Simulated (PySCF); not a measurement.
```yaml
atoms:
  - { symbol: C, position_ang: [-0.8054, -0.9534, 0.0142] }
  - { symbol: N, position_ang: [-0.1516, 0.3051, -0.1464] }
  - { symbol: C, position_ang: [-1.1038, 1.3724, -0.2217] }
  - { symbol: Si, position_ang: [1.6639, 0.5655, -0.1185] }
  - { symbol: N, position_ang: [1.9084, -1.1834, 0.4768] }
  - { symbol: F, position_ang: [1.3351, 2.2047, -0.8038] }
  - { symbol: H, position_ang: [-1.7129, -1.0132, -0.6270] }
  - { symbol: H, position_ang: [-0.1454, -1.7832, -0.2796] }
  - { symbol: H, position_ang: [-1.1589, -1.1600, 1.0544] }
  - { symbol: H, position_ang: [-0.5710, 2.3187, -0.3718] }
  - { symbol: H, position_ang: [-1.7357, 1.4471, 0.6964] }
  - { symbol: H, position_ang: [-1.8210, 1.2370, -1.0660] }
  - { symbol: H, position_ang: [1.3909, -1.9956, 0.8355] }
  - { symbol: H, position_ang: [2.9076, -1.3618, 0.5576] }
```

Geometry: PBE0-D3(BJ)/def2-SVP.

Theory: PBE0/pcSseg-1, SCF density, gas phase, non-relativistic in PySCF 2.14.0.

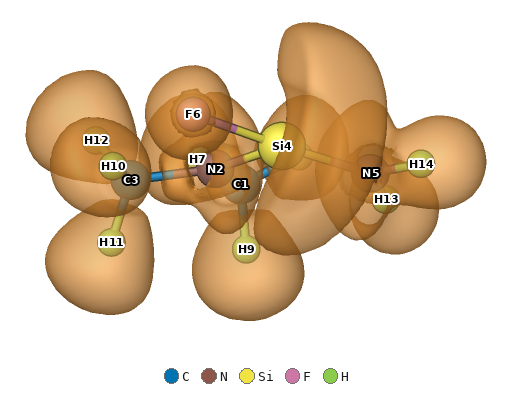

C2H8FN2Si (SMILES CN(C)[Si-](N)F) (charge −1). Isosurface of the ELF at 0.75 (orange), seen from one side. Core shells and regions of very low density are left out.

### Where are the electrons localised?

At this value the surface marks out six regions around hydrogen nuclei, one region on N in which the atom's valence shell and bonds are merged, one lobe on Si, pointing away from the bonds (lone pairs), one region wrapped around F (its lone pairs, merged into a ring or cap) and one joined region spread over several atoms (H, N), in which their bonds and any lone pairs are merged. Profiles from the grid: C–N (1.43 Å): the ELF peaks at about 0.95 between the atoms: a shared electron pair. Si–F (1.81 Å): the ELF peaks at about 0.85 in the valence shell of F, 0.5 Å from its nucleus, and is about 0.45 at the midpoint.
